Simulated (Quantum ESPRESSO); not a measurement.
# Energy and gap at +3 % biaxial strain: H-GaAs-H chair, 1 layer

How the rows were computed: Quantum ESPRESSO 7.5 driven by ASE, PBE, GBRV ultrasoft, ESM (bc1); atomic heights clamped; cell area 14.409 Å² at zero strain.

| strain (%) | energy (meV a cell) | gap on the mesh (eV) |
| --- | --- | --- |
| −3 | 57.93 | 2.029 |
| −1.5 | 15.08 | 1.844 |
| 0 | 0.00 | 1.668 |
| +1.5 | 8.98 | 1.501 |

To predict: What are energy and gap at +3 %, and how stiff is the sheet?

**Fit.** About zero, E'' = (15.08 + 8.98 − 2 × 0.00)/1.5² = 10.69 meV per %² and E' = (8.98 − 15.08)/3 = −2.03 meV per %. With E = A K ε², where K = (C11 + C22)/2 + C12 (C11 + C12 for a hexagonal sheet), K = 10.69 × 10/(2 × 14.409) × 16.02 = 59 N/m. The parabola gives E(+3 %) = 0.00 + 3 × (−2.03) + 4.5 × 10.69 = 42.0 meV. Continuing the last slope, the gap is 2 × 1.501 − 1.668 = 1.334 eV.

What the calculation gave: E = 38.9 meV and the gap 1.345 eV. The parabola misses by +3.1 meV, too high, since bonds soften under tension. The gap's line misses by −0.011 eV.

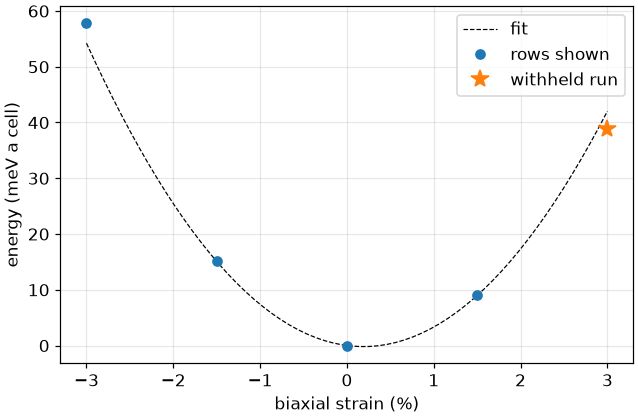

The rows shown, the fit and the withheld run.

**Limits.** Clamped heights stiffen sheets with several planes. Semilocal gap, no spin-orbit coupling.
